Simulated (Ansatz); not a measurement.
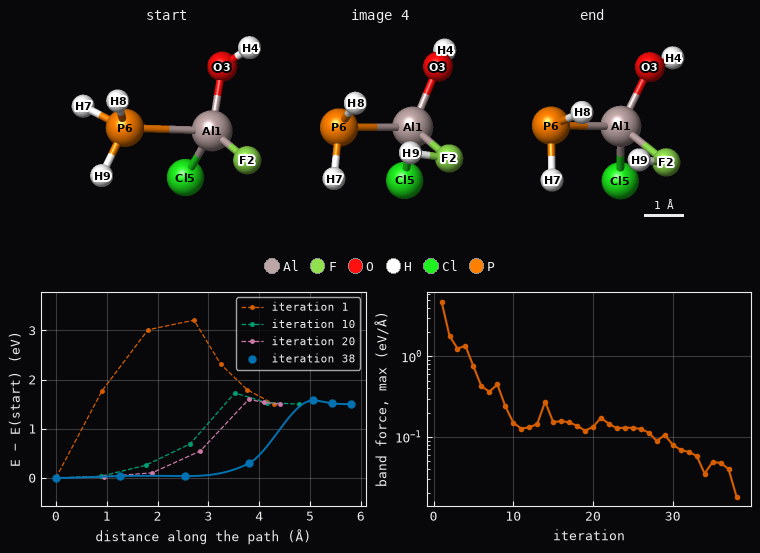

A nudged-elastic-band calculation for AlPH$_{4}$OClF. Images are numbered from 0 (start) to 6 (end). The plot follows the band through its iterations. The picture is a ball-and-stick view, seen at a tilt.

Computed with RKS BLYP/def2-SVP in Ansatz 0.2.0. Run with 5 movable images; climbing image; force threshold 0.03 eV/Å; iteration limit 60; starting path through a guess of the saddle point.

Judge this run.

Answer. The result is final at these settings. The band converged in 38 iterations. The largest component of the band force went from 4.8 to 0.018 eV/Å. The climbing image converged on the top of the path. Its vibrational analysis gives one imaginary mode (499i cm⁻¹), as a transition state must have. The first iteration put the highest image at 3.21 eV. The highest point, image 4, lies 1.58 eV above the start and 0.08 eV above the end; the end is at +1.50 eV relative to the start.

The run took 11 min on 2 threads of Intel(R) Xeon(R) Processor @ 2.50GHz (Skylake/Cascade Lake), with other jobs on the host, peak memory 0.16 GiB.
